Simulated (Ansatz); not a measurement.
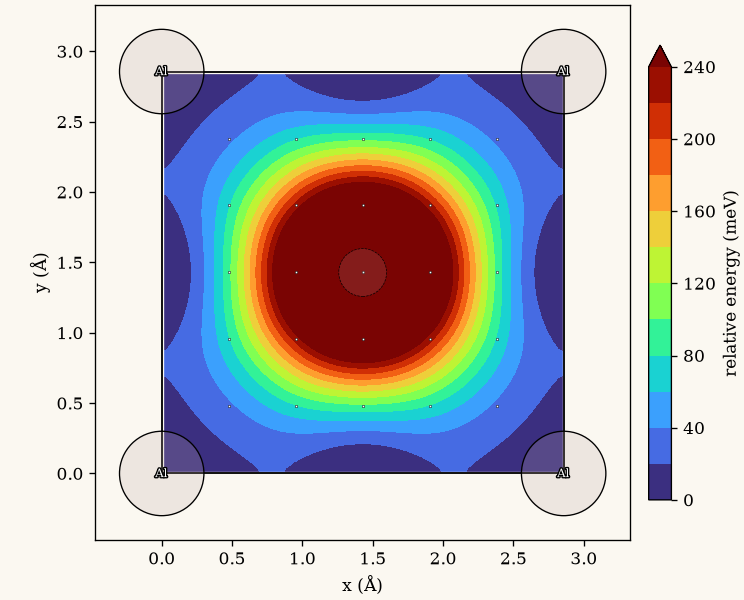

Cl on an Al(100) slab cut from the Fm-3m phase, its upper half relaxed before the scan (12 atoms of substrate and one adsorbate in a 2 × 2 cell). Cl is moved over the surface cell; relaxed at each place: the height of the adsorbate's atoms; substrate rigid; the origin of the map has the adsorbate above Al9. Places are given modulo a cell vector. The map is drawn in real space over the plane of the surface. Grid: 6 × 6 points; 10 points were computed and 26 follow by symmetry. Places are given in fractions of the 1 × 1 surface cell. Energies: meV, counted from the lowest grid point. Method: DFT PBE, scalar-relativistic, plane waves, PAW (Ansatz). Settings: cutoff 420 eV, k-mesh 5×5×1, gaussian smearing 0.1 eV, no spin polarisation.

The picture shows filled contours, dots at the grid points, labelled circles for the atoms of the top layer and small ones for the second layer, the outline of one cell of the plane, one colour for all values above the top of the scale. Between grid points the surface is interpolated.

The lowest grid point is at a bridge site between two Al atoms, (0/6, 3/6) of the cell vectors; the map holds 2 wells of about this depth. A higher local minimum lies near the top site over a surface Al atom, (0/6, 0/6) of the cell vectors (11 meV above the lowest at that grid point). The highest grid point, a fourfold hollow over a second-layer Al atom, (3/6, 3/6) of the cell vectors, lies 460 meV above the lowest. On the interpolated surface the easiest way out of the lowest well to the well at the top site over a surface Al atom, (0/6, 0/6) of the cell vectors passes a barrier of about 21 meV. At the lowest point the adsorbate has 2 Al at 2.42 Å as nearest neighbours, at the highest 4 Al at 2.83 Å. Its relaxed height above the top atom is 1.95 Å at the lowest and 1.98 Å at the highest point.

Cl is replaced by Al; all else is set up alike.

What will the new map look like?

Answer. The minimum (interpolated where it lies between grid points) moves from a bridge site between two Al atoms, (0/6, 3/6) of the cell vectors to a fourfold hollow over a second-layer Al atom, (3/6, 3/6) of the cell vectors. The highest place moves from a fourfold hollow over a second-layer Al atom, (3/6, 3/6) of the cell vectors to the top site over a surface Al atom, (0/6, 0/6) of the cell vectors. The span from the lowest to the highest grid point grows from 460 to 810 meV. The easiest pass out of the lowest well goes from about 21 to about 470 meV on the interpolated surfaces. In the new map: at the lowest point the adsorbate has 4 Al at 2.74 Å as nearest neighbours, at the highest 1 Al at 2.63 Å. Its relaxed height above the top atom is 1.85 Å at the lowest and 2.63 Å at the highest point.

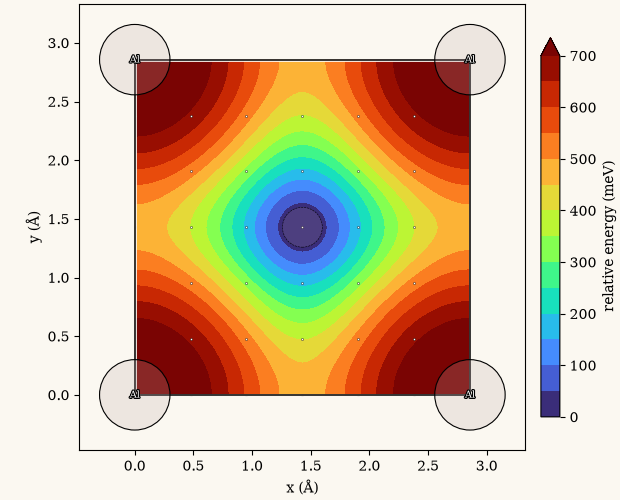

The map after the change, on a colour scale of its own. The picture shows filled contours, dots at the grid points, labelled circles for the atoms of the top layer and small ones for the second layer, the outline of one cell of the plane, one colour for all values above the top of the scale. Between grid points the surface is interpolated.

PAW datasets: the set soft_1.
